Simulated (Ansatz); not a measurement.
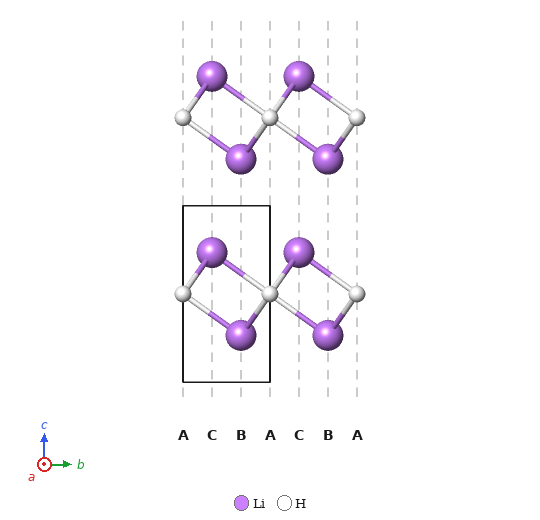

Projection along an edge of the hexagonal mesh, stacking direction c upwards. The dashed lines mark the three columns A (0, 0), B (1/3, 2/3) and C (2/3, 1/3). The sequence starts with the first layer at or above the cell's origin.

Li₂H: the end point of a relaxation with DFT PBE, scalar-relativistic, plane waves, PAW in Ansatz 0.2.0; the starting structure was generated, so it need not be a known form of this composition.

Read off the stacking sequence over one period.

Li(B) – H(A) – Li(C) (three layers in 4.98 Å).
